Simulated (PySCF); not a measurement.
Vertical excitations of a molecule C₄H₁₂OSi from TDA-PBE/def2-SVPD in PySCF, as energy in eV (oscillator strength): 5.28 (0.000), 5.53 (0.021), 5.98 (0.025), 6.29 (0.014), 6.51 (0.024), 6.71 (0.003). Lowest triplet (TDA): 5.16 eV. Geometry optimised at B3LYP-D3(BJ)/def2-SVP. One conformer was computed; it need not be the lowest.

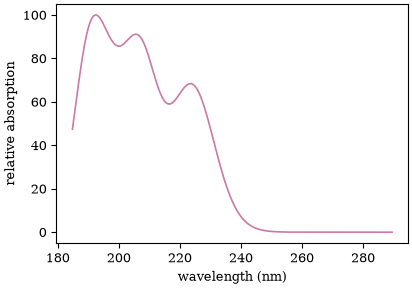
*The lines broadened by 0.4 eV.*

### Question
Pick the molecule that these values belong to.
A) CCOC[SiH2]C
B) CC[C@@H](C)[SiH2]O
C) CC(C)(C)[SiH2]O
D) CC(C)CO[SiH3]

### Answer
A, CCOC[SiH2]C
